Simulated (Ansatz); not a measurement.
A series of calculations on GaSiNH6Cl2

**1. Relaxation**

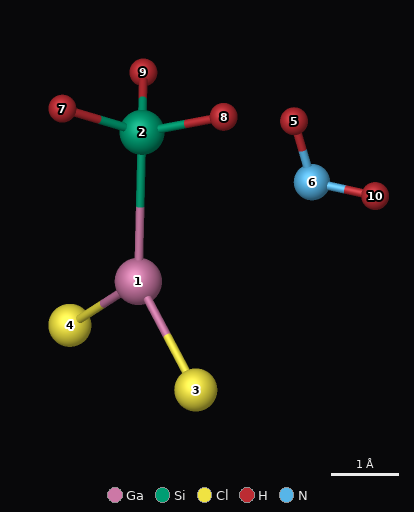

This is the input geometry for a relaxation of GaSiNH₆Cl₂. A ball-and-stick model, seen at a tilt.

The run prepares an end point of a later path (reaction) calculation, from a guessed geometry.

Method: RKS B3LYP/def2-SVP (Ansatz).

Input
```yaml
crystal:
  periodic: [false, false, false]
  atoms:
    - { symbol: Ga, position_ang: [-0.867572, -1.39398, -0.456924] }
    - { symbol: Si, position_ang: [0.40232, -0.688409, 1.387056] }
    - { symbol: Cl, position_ang: [-0.013656, -2.498572, -2.12433] }
    - { symbol: Cl, position_ang: [-3.020628, -1.128357, -0.601152] }
    - { symbol: H, position_ang: [0.670545, 1.650994, -0.002274] }
    - { symbol: "N", position_ang: [0.267116, 1.573596, -0.935998] }
    - { symbol: H, position_ang: [0.430176, -1.713007, 2.473184] }
    - { symbol: H, position_ang: [1.806973, -0.423759, 0.95456] }
    - { symbol: H, position_ang: [-0.192484, 0.560554, 1.947691] }
    - { symbol: H, position_ang: [0.991607, 1.791227, -1.6212] }
    - { symbol: H, position_ang: [-0.474097, 2.269715, -1.020512] }
basis:
  gaussian: { orbitals: def2-SVP }
hamiltonian:
  xc: b3lyp
relax:
  f_tol: 0.03
  max_steps: 50
```

Launched with:
```bash
ansatz run input.yaml --threads 4 --pin off --max-ram 5120MiB --backend cpu --events-out ev --progress --plain --runs-dir out
```

Predict the outcome.

The largest move after the best rigid fit is that of H10, 0.90 Å. Largest moves by element: H 0.90 Å, Ga 0.89 Å, Cl 0.88 Å, N 0.46 Å, Si 0.43 Å. Near-neighbour distances that change, for instance: Ga1–N6 3.213 → 2.142 Å, Ga1–Si2 2.347 → 2.410 Å, Ga1–Cl4 2.174 → 2.215 Å, Ga1–Cl3 2.175 → 2.215 Å. New bonds form, among them: Ga1–N6 (3.21 → 2.14 Å). Bond angles that change, for instance: Si2–Ga1–Cl3 122.9° → 119.2°. The energy falls by 82.7 kJ/mol in 10 geometry steps. Largest force component: 0.54 eV/Å at the start, 0.0082 eV/Å at the end.

Step by step:

| step | E − E(0), kJ/mol | largest force component, eV/Å |
| --- | --- | --- |
| 0 | 0.00 | 0.5366 |
| 1 | -11.95 | 0.9881 |
| 2 | -30.37 | 0.8576 |
| 3 | -52.25 | 0.6989 |
| 4 | -64.87 | 1.2646 |
| 5 | -75.19 | 0.5341 |
| 6 | -79.67 | 0.1718 |
| 7 | -81.51 | 0.1638 |
| 8 | -82.13 | 0.1348 |
| 9 | -82.53 | 0.0667 |
| 10 | -82.65 | 0.0082 |

The structure at the end:

```xyz
11

Ga   -0.4784   -0.5983   -0.4155
Si    0.5147   -0.8649    1.7645
Cl    0.3710   -1.7074   -2.1341
Cl   -2.6731   -0.3508   -0.5842
H     0.5012    1.9868   -0.6199
N    -0.0218    1.3369   -1.2109
H     0.1573   -2.1892    2.3505
H     2.0047   -0.7702    1.6823
H     0.0436    0.2065    2.6958
H     0.5019    1.1857   -2.0778
H    -0.9209    1.7650   -1.4505
```

The end point in the same view:

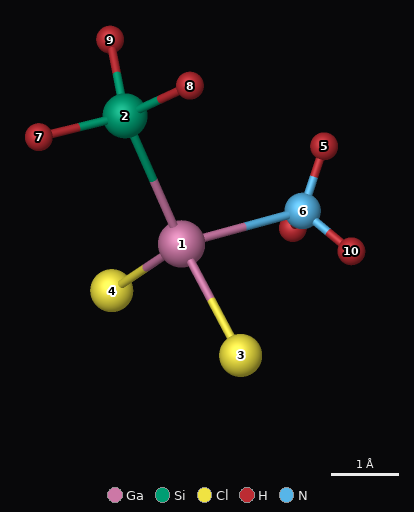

Limits of the set-up: the start holds two separate molecules, 2.4 Å apart at their closest, whose relative position is a soft coordinate and is computed without a dispersion correction.

**2. Relaxation**

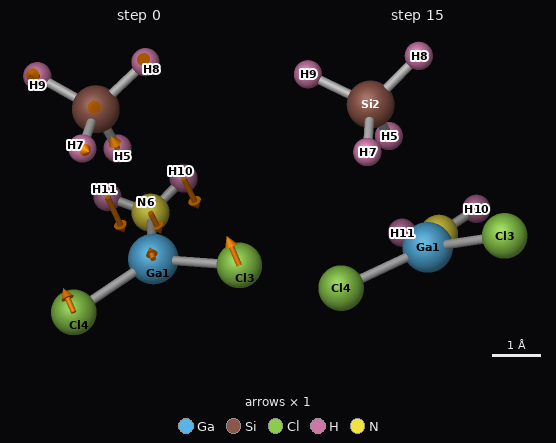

The structure of GaSiNH$_{6}$Cl$_{2}$ before (left) and after (right) a relaxation, at one scale. The orange arrows give the displacements, at their true length.

The picture is a ball-and-stick view, seen from a free direction.

The run prepares an end point of a later path (reaction) calculation, from a guessed geometry.

Computed with RKS B3LYP/def2-SVP (Ansatz 0.2.0). (no spin polarisation; force threshold 0.03 eV/Å; at most 50 steps)

> What changed between the two?

Over 12 accepted moves (15 points after the start) the energy falls by 28.2 kJ/mol. Largest force component: 1.3 eV/Å at the start, 0.027 eV/Å at the end. The line search rejected the trial steps at points 5, 9, 13 of the run. The atom that moves furthest after the best rigid fit is H11 (1.09 Å). By element the largest moves are H 1.09 Å, Cl 0.69 Å, N 0.62 Å, Si 0.43 Å, Ga 0.33 Å. Some distances before and after: Ga1–N6 1.884 → 1.807 Å, Si2–H5 1.454 → 1.499 Å, Ga1–Cl3 2.148 → 2.156 Å. Bond angles that change, for instance: Ga1–N6–H10 116.3° → 121.3°, Ga1–N6–H11 116.9° → 121.2°. The run took 78 s on 4 threads of Arm Neoverse N1, on a shared host, peak memory 0.37 GiB.

Limits of the set-up: the start holds two separate molecules, 2.3 Å apart at their closest, whose relative position is a soft coordinate and is computed without a dispersion correction.

**3. Path**

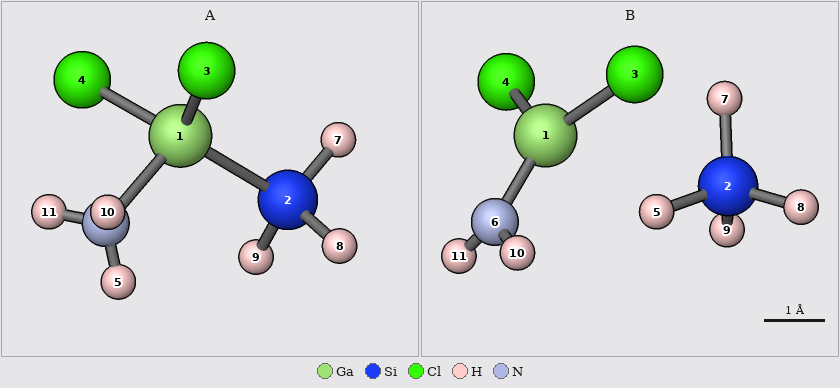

The two relaxed end points of a path for GaSiNH$_{6}$Cl$_{2}$. Style: ball-and-stick. Shown at a tilt.

Theory: Ansatz, RKS B3LYP/def2-SVP.

Settings: 7 movable images; climbing image; force threshold 0.03 eV/Å; iteration limit 60.

Start:
```xyz
11

Ga   -0.4754   -0.6131   -0.3970
Si    0.5441   -0.8197    1.7772
Cl    0.3693   -1.7493   -2.1003
Cl   -2.6746   -0.3959   -0.5472
H     0.4701    1.9786   -0.6686
N    -0.0512    1.3096   -1.2395
H     0.2094   -2.1350    2.3959
H     2.0319   -0.7088    1.6768
H     0.0698    0.2662    2.6900
H     0.4651    1.1458   -2.1086
H    -0.9580    1.7214   -1.4785
```

End:
```xyz
11

Ga   -0.7853   -0.2169   -1.3819
Si    0.7900   -0.5172    2.0240
Cl    0.5366   -1.8816   -1.7444
Cl   -2.6104   -0.5708   -0.2913
H     0.4816    0.2887    0.7985
N    -0.4881    1.3792   -2.1753
H     0.0323   -1.7947    1.9826
H     2.2541   -0.7838    2.0546
H     0.3895    0.2815    3.2168
H     0.4167    1.6108   -2.5721
H    -1.0167    2.2048   -1.9116
```

**What barrier does the band find between them, and by what path?**

The highest point, image 4, lies 2.37 eV above the start and 1.35 eV above the end; the end is at +1.02 eV relative to the start. Breaking: Ga1–Si2 (2.41 → 2.76 at the top → 3.76 Å), H5–N6 (1.02 → 1.47 at the top → 3.31 Å). Forming: Si2–H5 (3.72 → 1.82 at the top → 1.50 Å). The band is converged.

Energies of the converged images:

| image | path (Å) | E (eV) |
| --- | --- | --- |
| 0 | 0.00 | 0.000 |
| 1 | 0.59 | 0.036 |
| 2 | 1.19 | 0.280 |
| 3 | 1.78 | 1.028 |
| 4 | 2.37 | 2.368 |
| 5 | 2.99 | 1.497 |
| 6 | 3.61 | 1.093 |
| 7 | 4.22 | 1.028 |
| 8 | 4.84 | 1.017 |

The geometry at the top of the path:

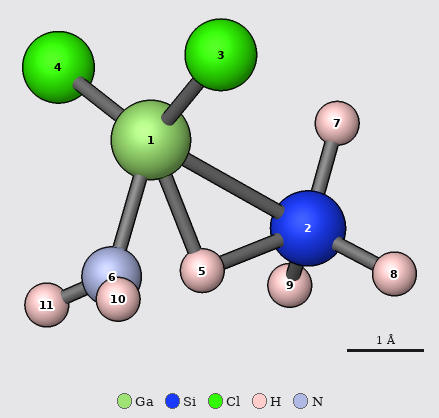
